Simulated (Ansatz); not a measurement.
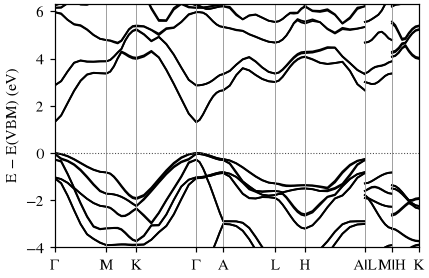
Figure. Band structure from DFT-PBEsol with spin–orbit coupling in the program Ansatz with PAW potentials

### Question
Read off the gap and where the band edges lie.

### Answer
About 1.3 eV (1.31 eV by a search for the band edges); maximum at Γ, minimum at Γ.

The material is ZnCdS$_{2}$ in space group P3m1 (No. 156; Zn on 1a, Cd on 1b, S on 1b, S on 1a).

The first step of the workflow began from a Materials Project structure, measured or hypothetical; the Crystallography Open Database copy checked does not list it. Its standing as an ambient phase is unchecked. The PBEsol relaxation kept the symmetry of its start; of distortions, only those at the zone centre were tested.

Potentials: the later of the program's two PAW sets.
